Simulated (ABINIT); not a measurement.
# Quasiparticle gap of TiO2 (Anatase) in ABINIT, part 2 of 3

Wanted: ground state, empty states, screening and self-energy for TiO2 (Anatase).

ABINIT 10.8.3; PBE and many-body steps on it, plane waves. Known limits of the many-body steps: not at the basis limit.

So far. Step 2 (Ground state): The gap is indirect, with the least direct gap 0.31 eV higher.

## Step 3: Bands along the symmetry lines

Level of this step: DFT, PBE, plane waves, norm-conserving pseudopotentials (ABINIT).

Levels along a band path, at the cheap level, show where the edges lie and whether the meshes to come will hold them.

The input, run.abi:

```
acell 3*1.0 Angstrom
rprim 
  -1.892100000000 1.892100000000 4.757300000000
  1.892100000000 -1.892100000000 4.757300000000
  1.892100000000 1.892100000000 -4.757300000000
ntypat 2
znucl 22 8
natom 6
typat 1 1 2 2 2 2
xred 
  0.000000000000 0.000000000000 0.000000000000
  0.750000000000 0.250000000000 0.500000000000
  0.208100000000 0.208100000000 0.000000000000
  0.958100000000 0.458100000000 0.500000000000
  0.541900000000 0.041900000000 0.500000000000
  0.791900000000 0.791900000000 0.000000000000
pp_dirpath "pseudos"
pseudos "Ti.upf, O.upf"
ecut 38
iscf -2
irdden 1
kptopt 0
nkpt 76
kpt 
  0.00000000 0.00000000 0.00000000
  0.00000000 0.00000000 0.06250000
  0.00000000 0.00000000 0.12500000
  0.00000000 0.00000000 0.18750000
  0.00000000 0.00000000 0.25000000
  0.00000000 0.00000000 0.31250000
  0.00000000 0.00000000 0.37500000
  0.00000000 0.00000000 0.43750000
  0.00000000 0.00000000 0.50000000
  0.03125000 0.03125000 0.46875000
  0.06250000 0.06250000 0.43750000
  0.09375000 0.09375000 0.40625000
  0.12500000 0.12500000 0.37500000
  0.15625000 0.15625000 0.34375000
  0.18750000 0.18750000 0.31250000
  0.21875000 0.21875000 0.28125000
  0.25000000 0.25000000 0.25000000
  0.21875000 0.28125000 0.21875000
  0.18750000 0.31250000 0.18750000
  0.15625000 0.34375000 0.15625000
  0.12500000 0.37500000 0.12500000
  0.09375000 0.40625000 0.09375000
  0.06250000 0.43750000 0.06250000
  0.03125000 0.46875000 0.03125000
  0.00000000 0.50000000 0.00000000
  0.00000000 0.43750000 0.00000000
  0.00000000 0.37500000 0.00000000
  0.00000000 0.31250000 0.00000000
  0.00000000 0.25000000 0.00000000
  0.00000000 0.18750000 0.00000000
  0.00000000 0.12500000 0.00000000
  0.00000000 0.06250000 0.00000000
  0.00000000 0.00000000 0.00000000
  0.06250000 0.06250000 -0.06250000
  0.12500000 0.12500000 -0.12500000
  0.18750000 0.18750000 -0.18750000
  0.25000000 0.25000000 -0.25000000
  0.31250000 0.31250000 -0.31250000
  0.37500000 0.37500000 -0.37500000
  0.43750000 0.43750000 -0.43750000
  0.50000000 0.50000000 -0.50000000
  0.47369330 0.52630670 -0.47369330
  0.44738660 0.55261340 -0.44738660
  0.42107990 0.57892010 -0.42107990
  0.39477321 0.60522679 -0.39477321
  0.36846651 0.63153349 -0.36846651
  0.34215981 0.65784019 -0.34215981
  0.31585311 0.68414689 -0.31585311
  0.28954641 0.71045359 -0.28954641
  -0.28954641 0.28954641 0.28954641
  -0.25335311 0.25335311 0.25335311
  -0.21715981 0.21715981 0.21715981
  -0.18096651 0.18096651 0.18096651
  -0.14477320 0.14477320 0.14477320
  -0.10857990 0.10857990 0.10857990
  -0.07238660 0.07238660 0.07238660
  -0.03619330 0.03619330 0.03619330
  0.00000000 0.00000000 0.00000000
  0.00000000 0.00000000 0.50000000
  -0.00988660 0.00988660 0.50000000
  -0.01977321 0.01977321 0.50000000
  -0.02965981 0.02965981 0.50000000
  -0.03954642 0.03954642 0.50000000
  -0.04943302 0.04943302 0.50000000
  -0.05931962 0.05931962 0.50000000
  -0.06920623 0.06920623 0.50000000
  -0.07909283 0.07909283 0.50000000
  0.50000000 0.50000000 -0.07909283
  0.50000000 0.50000000 -0.13170623
  0.50000000 0.50000000 -0.18431962
  0.50000000 0.50000000 -0.23693302
  0.50000000 0.50000000 -0.28954642
  0.50000000 0.50000000 -0.34215981
  0.50000000 0.50000000 -0.39477321
  0.50000000 0.50000000 -0.44738660
  0.50000000 0.50000000 -0.50000000
istwfk *1
nband 31
nbdbuf 2
tolwfr 1e-08
nstep 40
prtwf 0
prtvol 0
indata_prefix "in"
outdata_prefix "out"
tmpdata_prefix "tmp"
```

Started as:

```console
> OMP_NUM_THREADS=1 mpirun -n 8 abinit run.abi > log
```

Numbers of over 12 decimals in the logs are rounded to 6 here.

The log of the run:

```text
.Version 10.8.3 of ABINIT. v10.8.2 released Aug 2026.

 Symmetries : space group I4_1/a m d (#141); Bravais tI (body-center tetrag.)
[... echo of the input left out ...]
== DATASET  1 ==================================================================
-   mpi_nproc: 8, omp_nthreads: 1 (-1 if OMP is not activated)

--- !DatasetInfo
iteration_state: {dtset: 1, }
dimensions: {natom: 6, nkpt: 76, mband: 31, nsppol: 1, nspinor: 1, nspden: 1, mpw: 5174, }
cutoff_energies: {ecut:  38.0, pawecutdg:  -1.0, }
electrons: {nelect:   4.80000000E+01, charge:   0.00000000E+00, occopt:   1.00000000E+00, tsmear:   1.00000000E-02, }

 Real(R)+Recip(G) space primitive vectors, cartesian coordinates (Bohr,Bohr^-1):
 R(1)= -3.5755508  3.5755508  8.9899941  G(1)=  0.0000000  0.1398386  0.0556174
 R(2)=  3.5755508 -3.5755508  8.9899941  G(2)=  0.1398386  0.0000000  0.0556174
 R(3)=  3.5755508  3.5755508 -8.9899941  G(3)=  0.1398386  0.1398386  0.0000000
 Unit cell volume ucvol=  4.5973260E+02 bohr^3
 Angles (23,13,12)=  1.39434593E+02  1.39434593E+02  5.87128032E+01 degrees

 getcut: wavevector=  0.0000  0.0000  0.0000  ngfft=  60  60  60
         ecut(hartree)=     38.000   => boxcut(ratio)=   2.09654

--- Pseudopotential description ------------------------------------------------
- Ti Generated using ONCVPSP code by D. R. Hamann
- 22.00000  12.00000  171031                  znucl, zion, pspdat
12 -101130 2 -1 1586                          pspcod,pspxc,lmax,lloc,mmax
     nproj     2     2     2
  pspatm : epsatm=   14.68144553
         --- l  ekb(1:nproj) -->
             0   11.362348    1.263639
             1    1.975402   -0.084666
             2   -5.186090   -1.477451
 pspatm: atomic psp has been read  and splines computed

- O Generated using ONCVPSP code by D. R. Hamann
-  8.00000   6.00000  171031                  znucl, zion, pspdat
12 -101130 2 -1 936                           pspcod,pspxc,lmax,lloc,mmax
     nproj     2     2     1
  pspatm : epsatm=    6.19545534
         --- l  ekb(1:nproj) -->
[...]
2   -1.331955
 pspatm: atomic psp has been read  and splines computed

--------------------------------------------------------------------------------

================================================================================
 prteigrs : about to open file out_EIG
 Non-SCF case, kpt    1 (  0.00000  0.00000  0.00000), residuals and eigenvalues=
  8.80E-09  3.41E-09  8.12E-09  4.55E-09  6.70E-09  5.07E-09  6.60E-09  2.55E-09
  8.75E-09  6.50E-09  4.37E-09  5.19E-09  3.05E-09  4.58E-09  9.65E-09  3.99E-09
  5.15E-09  5.34E-09  9.92E-09  4.23E-09  6.85E-09  4.27E-09  4.12E-09  6.23E-09
  6.43E-09  8.56E-09  9.13E-09  6.72E-09  6.84E-09  6.92E-09  9.76E-05
 -1.9185E+00 -1.9163E+00 -1.0546E+00 -1.0458E+00 -1.0458E+00 -1.0432E+00
 -1.0432E+00 -1.0400E+00 -4.9493E-01 -4.5758E-01 -4.5221E-01 -4.3977E-01
[...]
1.0230E-01  1.0230E-01  1.0539E-01  1.0539E-01  1.4716E-01  1.4716E-01
  2.4407E-01  2.4407E-01  2.9217E-01  2.9217E-01  3.0912E-01  3.0912E-01
  3.3636E-01

--- !ResultsGS
iteration_state: {dtset: 1, }
comment   : Summary of ground state results
lattice_vectors:
- [ -3.5755508,   3.5755508,   8.9899941, ]
- [  3.5755508,  -3.5755508,   8.9899941, ]
- [  3.5755508,   3.5755508,  -8.9899941, ]
lattice_lengths: [  10.31451,   10.31451,   10.31451, ]
lattice_angles: [139.435, 139.435,  58.713, ] # degrees, (23, 13, 12)
lattice_volume:   4.5973260E+02
convergence: {deltae:  0.000E+00, res2:  0.000E+00, residm:  9.996E-09, diffor:  0.000E+00, }
etotal    :  -1.85216948E+02
entropy   :   0.00000000E+00
fermie    :   1.50508157E-01
cartesian_stress_tensor: null
pressure_GPa: null
xred      :
- [  0.0000E+00,   0.0000E+00,   0.0000E+00, Ti]
- [  7.5000E-01,   2.5000E-01,   5.0000E-01, Ti]
- [  2.0810E-01,   2.0810E-01,  -3.2879E-19,  O]
- [  9.5810E-01,   4.5810E-01,   5.0000E-01,  O]
- [  5.4190E-01,   4.1900E-02,   5.0000E-01,  O]
- [  7.9190E-01,   7.9190E-01,  -1.2512E-18,  O]
cartesian_forces: null
force_length_stats: {min: null, max: null, mean: null, }

 Integrated electronic density in atomic spheres:
 ------------------------------------------------
 Atom  Sphere_radius  Integrated_density
[...]
================================================================================

 ----iterations are completed or convergence reached----

 Mean square residual over all n,k,spin=   62.310E-10; max=  99.956E-10
 reduced coordinates (array xred) for    6 atoms
[...]
0.541900000000      0.041900000000      0.500000000000
       0.791900000000      0.791900000000     -0.000000000000

 cartesian coordinates (angstrom) at end:
    1      0.000000     0.000000     0.000000
    2      0.000000     1.892100     2.378650
    3      0.000000    -0.000000     1.979988
    4      0.000000     1.892100     4.358638
    5     -0.000000     1.892100     0.398662
    6      0.000000    -0.000000     7.534612
 length scales=  1.889726125908  1.889726125908  1.889726125908 bohr
              =  1.000000000000  1.000000000000  1.000000000000 angstroms
 prteigrs : about to open file out_EIG
 Eigenvalues (hartree) for nkpt=  76  k points:
 kpt#   1, nband= 31, wtk=  1.00000, kpt=  0.0000  0.0000  0.0000 (reduced coord)
[...]
kpt#   2, nband= 31, wtk=  1.00000, kpt=  0.0000  0.0000  0.0625 (reduced coord)
[...]
kpt#   3, nband= 31, wtk=  1.00000, kpt=  0.0000  0.0000  0.1250 (reduced coord)
[...]
kpt#  75, nband= 31, wtk=  1.00000, kpt=  0.5000  0.5000 -0.4474 (reduced coord)
[...]
0.24693    0.24693    0.29047    0.29047    0.30424    0.30424    0.34251
 kpt#  76, nband= 31, wtk=  1.00000, kpt=  0.5000  0.5000 -0.5000 (reduced coord)
[...]
-0.47333   -0.47333   -0.44981   -0.44981    0.01469    0.01469    0.01653    0.01653
   0.07689    0.07689    0.10230    0.10230    0.10539    0.10539    0.14716    0.14716
   0.24407    0.24407    0.29217    0.29217    0.30912    0.30912    0.33636

== END DATASET(S) ==============================================================
================================================================================

 -outvars: echo values of variables after computation  --------
            nband          31
             nkpt          76
          spgroup         141
 [... the other variables as echoed above ...]

 Calculation completed.
```

Run time: 2.8 min. Hardware: 8 MPI ranks of Arm Neoverse N1, shared host; peak memory 0.79 GiB.

This step gave:

```
gap                        : 2.141 eV
k of the valence top       : 0, 0, 0.4375
k of the conduction bottom : 0, 0, 0
least direct gap           : 2.492 eV
```

The gap is 2.141 eV, −0.045 eV from the run before at this level.

Electronic bands along the path, in eV, zero at the top of the highest filled band:

```csv
point,band 21,band 22,band 23,band 24,band 25,band 26,band 27,band 28
Γ,-0.78,-0.78,-0.48,-0.48,2.14,2.89,4.02,4.02
X,-2.07,-2.07,-0.05,-0.05,3.38,3.38,3.85,3.85
P,-1.60,-1.60,-0.24,-0.24,3.61,3.61,3.64,3.64
N,-1.96,-0.95,-0.86,-0.65,3.27,3.58,3.60,3.70
Γ,-0.78,-0.78,-0.48,-0.48,2.14,2.89,4.02,4.02
M,-1.27,-1.27,-0.14,-0.14,2.50,2.50,3.81,3.81
S,-1.20,-0.94,-0.91,-0.84,3.24,3.52,3.60,3.66
jump to S0,-1.20,-0.94,-0.91,-0.84,3.24,3.52,3.60,3.66
Γ,-0.78,-0.78,-0.48,-0.48,2.14,2.89,4.02,4.02
jump to X,-2.07,-2.07,-0.05,-0.05,3.38,3.38,3.85,3.85
R,-1.91,-1.91,-0.09,-0.09,3.35,3.35,3.79,3.79
jump to G,-1.91,-1.91,-0.09,-0.09,3.35,3.35,3.79,3.79
M,-1.27,-1.27,-0.14,-0.14,2.50,2.50,3.81,3.81
```

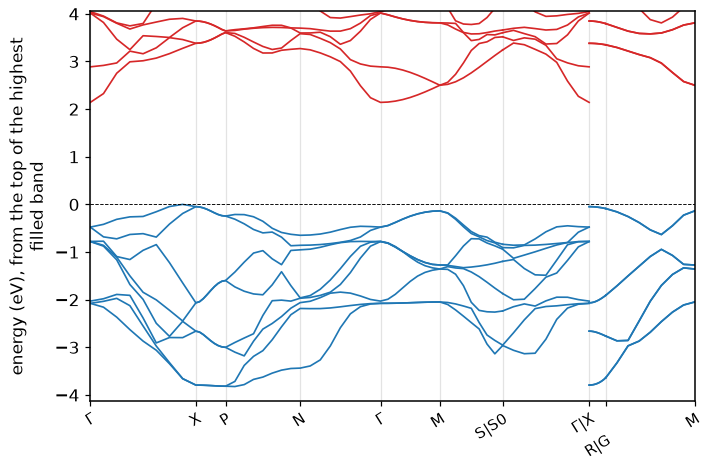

Electronic bands along the path; lines of filled and empty bands in two colours.

## Step 4: Empty states on the mesh, 4×4×4 mesh, 116 bands

The sums over transitions need many empty states on a uniform mesh; this step solves for them.

The input, run.abi:

```
acell 3*1.0 Angstrom
rprim 
  -1.892100000000 1.892100000000 4.757300000000
  1.892100000000 -1.892100000000 4.757300000000
  1.892100000000 1.892100000000 -4.757300000000
ntypat 2
znucl 22 8
natom 6
typat 1 1 2 2 2 2
xred 
  0.000000000000 0.000000000000 0.000000000000
  0.750000000000 0.250000000000 0.500000000000
  0.208100000000 0.208100000000 0.000000000000
  0.958100000000 0.458100000000 0.500000000000
  0.541900000000 0.041900000000 0.500000000000
  0.791900000000 0.791900000000 0.000000000000
pp_dirpath "pseudos"
pseudos "Ti.upf, O.upf"
ecut 38
ngkpt 4 4 4
nshiftk 1
shiftk 0 0 0
kptopt 1
chksymbreak 0
iscf -2
irdden 1
istwfk *1
nband 116
nbdbuf 10
tolwfr 1e-09
nstep 60
prtvol 0
indata_prefix "in"
outdata_prefix "out"
tmpdata_prefix "tmp"
```

The log of the run:

```text
.Version 10.8.3 of ABINIT. v10.8.2 released Aug 2026.

 Symmetries : space group I4_1/a m d (#141); Bravais tI (body-center tetrag.)
[... echo of the input left out ...]
== DATASET  1 ==================================================================
-   mpi_nproc: 8, omp_nthreads: 1 (-1 if OMP is not activated)
-    --> not optimal distribution: autoparal keyword recommended in input file <--

--- !DatasetInfo
iteration_state: {dtset: 1, }
dimensions: {natom: 6, nkpt: 13, mband: 116, nsppol: 1, nspinor: 1, nspden: 1, mpw: 5174, }
cutoff_energies: {ecut:  38.0, pawecutdg:  -1.0, }
electrons: {nelect:   4.80000000E+01, charge:   0.00000000E+00, occopt:   1.00000000E+00, tsmear:   1.00000000E-02, }

 Real(R)+Recip(G) space primitive vectors, cartesian coordinates (Bohr,Bohr^-1):
 R(1)= -3.5755508  3.5755508  8.9899941  G(1)=  0.0000000  0.1398386  0.0556174
 R(2)=  3.5755508 -3.5755508  8.9899941  G(2)=  0.1398386  0.0000000  0.0556174
 R(3)=  3.5755508  3.5755508 -8.9899941  G(3)=  0.1398386  0.1398386  0.0000000
 Unit cell volume ucvol=  4.5973260E+02 bohr^3
 Angles (23,13,12)=  1.39434593E+02  1.39434593E+02  5.87128032E+01 degrees

 getcut: wavevector=  0.0000  0.0000  0.0000  ngfft=  60  60  60
         ecut(hartree)=     38.000   => boxcut(ratio)=   2.09654

--- Pseudopotential description ------------------------------------------------
- Ti Generated using ONCVPSP code by D. R. Hamann
- 22.00000  12.00000  171031                  znucl, zion, pspdat
12 -101130 2 -1 1586                          pspcod,pspxc,lmax,lloc,mmax
     nproj     2     2     2
  pspatm : epsatm=   14.68144553
         --- l  ekb(1:nproj) -->
             0   11.362348    1.263639
             1    1.975402   -0.084666
             2   -5.186090   -1.477451
 pspatm: atomic psp has been read  and splines computed

- O Generated using ONCVPSP code by D. R. Hamann
-  8.00000   6.00000  171031                  znucl, zion, pspdat
12 -101130 2 -1 936                           pspcod,pspxc,lmax,lloc,mmax
     nproj     2     2     1
  pspatm : epsatm=    6.19545534
         --- l  ekb(1:nproj) -->
[...]
2   -1.331955
 pspatm: atomic psp has been read  and splines computed

--------------------------------------------------------------------------------

================================================================================
 prteigrs : about to open file out_EIG
 Non-SCF case, kpt    1 (  0.00000  0.00000  0.00000), residuals and eigenvalues=
  4.91E-10  6.91E-10  7.34E-10  7.91E-10  7.22E-10  3.99E-10  8.56E-10  5.71E-10
  1.46E-10  1.19E-10  9.37E-11  1.14E-10  1.75E-10  1.82E-10  1.89E-10  1.87E-10
  2.07E-10  1.80E-10  1.60E-10  1.60E-10  2.54E-10  2.28E-10  1.35E-10  1.61E-10
[...]
3.20E-05  1.92E-05  8.33E-06  1.02E-03
 -1.9185E+00 -1.9163E+00 -1.0546E+00 -1.0458E+00 -1.0458E+00 -1.0432E+00
 -1.0432E+00 -1.0400E+00 -4.9493E-01 -4.5758E-01 -4.5221E-01 -4.3977E-01
  7.0812E-03  1.1453E-02  1.1453E-02  2.6319E-02  7.5837E-02  7.5837E-02
[...]
2.2393E+00  2.2523E+00  2.2574E+00  2.2574E+00  2.2665E+00  2.2665E+00
  2.2867E+00  2.3216E+00  2.3250E+00  2.3557E+00  2.3557E+00  2.3638E+00
  2.3883E+00  2.3907E+00
 prteigrs : prtvol=0 or 1, do not print more k-points.

--- !ResultsGS
iteration_state: {dtset: 1, }
comment   : Summary of ground state results
lattice_vectors:
- [ -3.5755508,   3.5755508,   8.9899941, ]
- [  3.5755508,  -3.5755508,   8.9899941, ]
- [  3.5755508,   3.5755508,  -8.9899941, ]
lattice_lengths: [  10.31451,   10.31451,   10.31451, ]
lattice_angles: [139.435, 139.435,  58.713, ] # degrees, (23, 13, 12)
lattice_volume:   4.5973260E+02
convergence: {deltae:  0.000E+00, res2:  0.000E+00, residm:  9.929E-10, diffor:  0.000E+00, }
etotal    :  -1.85216948E+02
entropy   :   0.00000000E+00
fermie    :   1.50508157E-01
cartesian_stress_tensor: null
pressure_GPa: null
xred      :
- [  0.0000E+00,   0.0000E+00,   0.0000E+00, Ti]
- [  7.5000E-01,   2.5000E-01,   5.0000E-01, Ti]
- [  2.0810E-01,   2.0810E-01,  -3.2879E-19,  O]
- [  9.5810E-01,   4.5810E-01,   5.0000E-01,  O]
- [  5.4190E-01,   4.1900E-02,   5.0000E-01,  O]
- [  7.9190E-01,   7.9190E-01,  -1.2512E-18,  O]
cartesian_forces: null
force_length_stats: {min: null, max: null, mean: null, }

 Integrated electronic density in atomic spheres:
 ------------------------------------------------
 Atom  Sphere_radius  Integrated_density
[...]
================================================================================

 ----iterations are completed or convergence reached----

 Mean square residual over all n,k,spin=   40.208E-11; max=  99.287E-11
 reduced coordinates (array xred) for    6 atoms
[...]
0.541900000000      0.041900000000      0.500000000000
       0.791900000000      0.791900000000     -0.000000000000

 cartesian coordinates (angstrom) at end:
    1      0.000000     0.000000     0.000000
    2      0.000000     1.892100     2.378650
[...]
6      0.000000    -0.000000     7.534612
 length scales=  1.889726125908  1.889726125908  1.889726125908 bohr
              =  1.000000000000  1.000000000000  1.000000000000 angstroms
 prteigrs : about to open file out_EIG
 Eigenvalues (hartree) for nkpt=  13  k points:
 kpt#   1, nband=116, wtk=  0.01563, kpt=  0.0000  0.0000  0.0000 (reduced coord)
[...]
2.07360    2.07360    2.09849    2.09849    2.13804    2.20922    2.23934    2.25230
   2.25735    2.25735    2.26650    2.26650    2.28666    2.32165    2.32499    2.35568
   2.35572    2.36383    2.38831    2.39071
 prteigrs : prtvol=0 or 1, do not print more k-points.

== END DATASET(S) ==============================================================
================================================================================

 -outvars: echo values of variables after computation  --------
            nband         116
             nkpt          13
          spgroup         141
 [... the other variables as echoed above ...]

 Calculation completed.
```

Elapsed: 78 s, on 8 MPI ranks; peak memory 0.76 GiB.

This step gave:

| Quantity | Value |
| --- | --- |
| gap | 2.189 eV |
| k of the valence top | 0.5, 0.5, 0 |
| k of the conduction bottom | 0, 0, 0 |
| least direct gap | 2.492 eV |
| k points computed | 13 |
| lowest point of the top converged band, above the valence top | 56.3774 eV |

On this mesh the gap is 2.189 eV.

[end of part 2 of 3]

[Paths, hosts, dates, memory and timing lines, banners, echoed tables and standing remarks are left out of the program output.]

[Logs are printed without paths, hosts, clocks, repeated set-up lines and the standing remarks that a program may print on its own settings, such as how far it seeks lower states.]

[Runs of the session that timed out or met a known fault of the program may be left out.]

[Hosts, paths, dates, database ids (printed as entryN), source tags and the programs' standing remarks are cut or masked in the printed files.]

[G0W0 gaps are taken among the corrected bands and points alone; a level outside them can change the order at an edge.]

[Where Ansatz stands beside ABINIT at settings called matched, ABINIT's density can come from a denser mesh and the files from another edition; pairs whose starting gaps differed by over 0.03 eV were left out, so agreement reads better than it is.]
